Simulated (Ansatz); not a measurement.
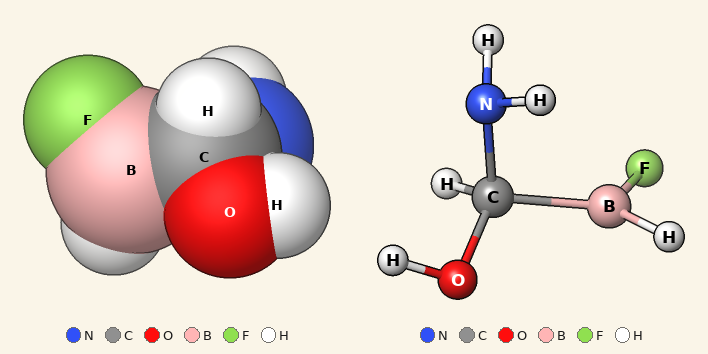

Both panels show the same species.

Computed geometry: PBE0-D4/def2-TZVP optimisation. No frequency run is at hand to confirm it as a minimum.

Describe the molecule.

Formula CH₅BFNO. Its SMILES string is `N[C@H](O)BF`. It has no ring. Among its groups: alcohol, primary amine, B–H bond. The point group is C1. Coordination: 1 N trigonal pyramidal; 1 C tetrahedral; 1 O bent; 1 B trigonal planar.

The parts below concern this one geometry. Atoms keep their numbers from picture to picture.

## Shape

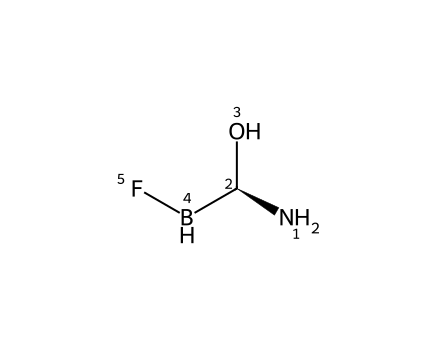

Skeletal drawing with numbered atoms; wedges and dashes mark any stereocentres. The configuration is that of a computed structure (PBE0-D4/def2-TZVP).

**Assign CIP descriptors.**

C2: R.

## Levels of theory compared

No frequency run is at hand to confirm it as a minimum. Program: Ansatz 0.2.0.

Tabulate HOMO energy (eV) at these levels: B3LYP-D4/def2-TZVPP; PBE-D4/def2-TZVPP; PBE0-D4/def2-TZVPP; r2SCAN-D4/def2-TZVPP; ωB97M-V/def2-TZVPP; ωB97X-V/def2-TZVPP.

```
               level  HOMO energy (eV)
 B3LYP-D4/def2-TZVPP             −7.09
   PBE-D4/def2-TZVPP             −5.88
  PBE0-D4/def2-TZVPP             −7.28
r2SCAN-D4/def2-TZVPP             −6.14
  ωB97M-V/def2-TZVPP             −9.62
  ωB97X-V/def2-TZVPP             −9.71
```

## Dipole moment

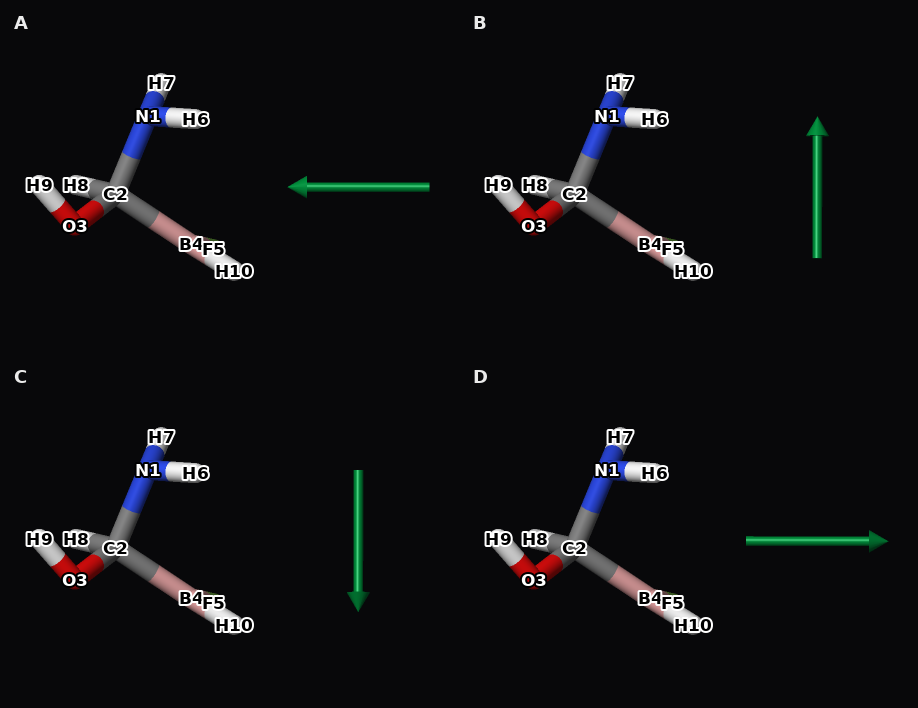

The same molecule four times, each with an arrow. No frequency run is at hand to confirm it as a minimum. Method: RKS B3LYP-D4/def2-TZVPP (Ansatz 0.2.0).

**Which arrow points along the dipole moment, from the negative to the positive end?**

B. The dipole moment is 1.82 D; it points from the side of H10 to the side of H7 (the outermost atoms at the two ends).

## Charges

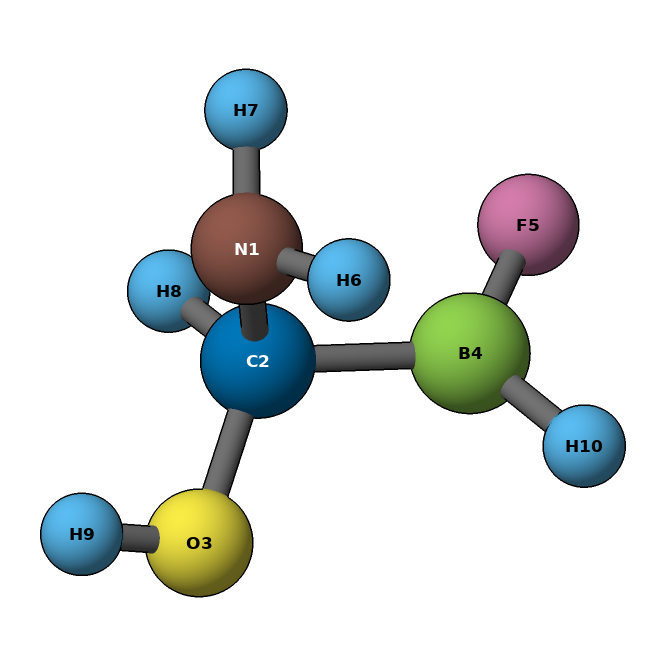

The questions are on Mulliken charges. No frequency run is at hand to confirm it as a minimum. Properties computed with RKS ωB97M-V/def2-TZVPP (Ansatz 0.2.0).

**Which atom carries the highest charge (most positive or least negative)?**

H9 (0.17 e).

**And the lowest?**

O3 (−0.31 e).

Give the Mulliken charges atom by atom.

```json
{"atom": "N1", "value (e)": "−0.29"}
{"atom": "C2", "value (e)": "0.12"}
{"atom": "O3", "value (e)": "−0.31"}
{"atom": "B4", "value (e)": "0.16"}
{"atom": "F5", "value (e)": "−0.24"}
{"atom": "H6", "value (e)": "0.12"}
{"atom": "H7", "value (e)": "0.12"}
{"atom": "H8", "value (e)": "0.10"}
{"atom": "H9", "value (e)": "0.17"}
{"atom": "H10", "value (e)": "0.04"}
```

Mulliken values depend strongly on the basis set and can even reverse the polarity of a bond.
